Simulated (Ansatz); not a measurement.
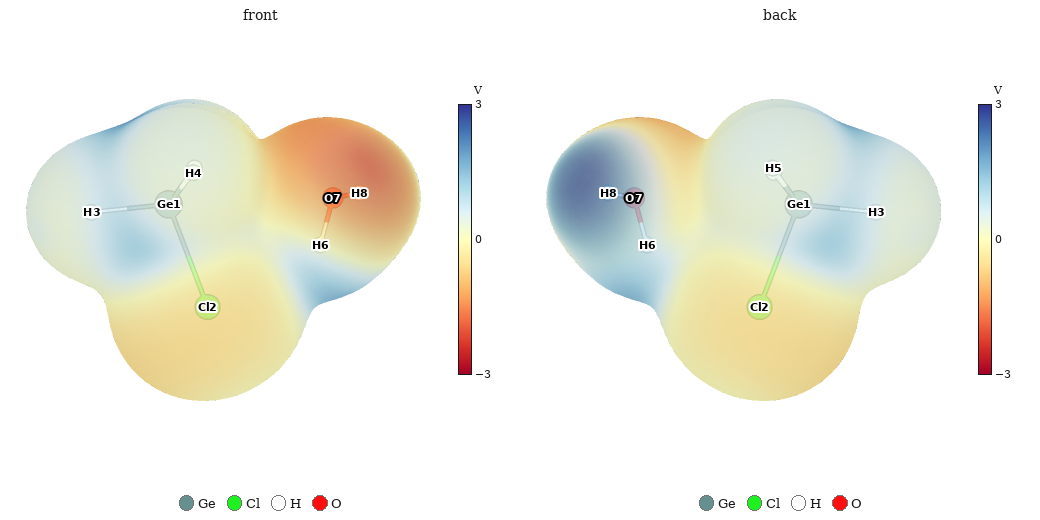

Figure. ClGeH3···H2O. The molecular electrostatic potential painted on the density surface at 0.002 e/bohr³, seen from the front and from behind; red is negative and blue positive.

The reactant side of a reaction path; geometry: PBE0-D4/def2-TZVP.

Method: RKS PBE0-D4/def2-TZVPP (Ansatz 0.2.0).

Input file:

```
crystal:
  periodic: [false, false, false]
  atoms:
    - {symbol: Ge, position_ang: [-0.786927, -0.904818, -0.484134]}
    - {symbol: Cl, position_ang: [1.324790, -1.009571, -0.989067]}
    - {symbol: H, position_ang: [-1.435143, -2.056013, -1.264574]}
    - {symbol: H, position_ang: [-0.901436, -1.100994, 1.025581]}
    - {symbol: H, position_ang: [-1.296179, 0.453752, -0.964783]}
    - {symbol: H, position_ang: [1.449205, 0.897900, 0.703466]}
    - {symbol: O, position_ang: [0.783630, 1.416885, 1.167130]}
    - {symbol: H, position_ang: [0.861859, 2.302758, 0.806381]}
basis:
  gaussian: {orbitals: def2-TZVPP}
hamiltonian: {xc: pbe0, dispersion: d4}
output: {orbitals: {seedname: orbitals}}
```

Launched as:

```sh
ansatz run in.yaml --threads 4 --pin off --events-out ev --progress --plain --max-ram 9574MiB
```

> Where is the surface potential most negative and most positive?

The most negative region (about −1.7 V) lies over O7, the most positive (about +2.4 V) over H8. O7 is the likeliest acceptor of a hydrogen bond.
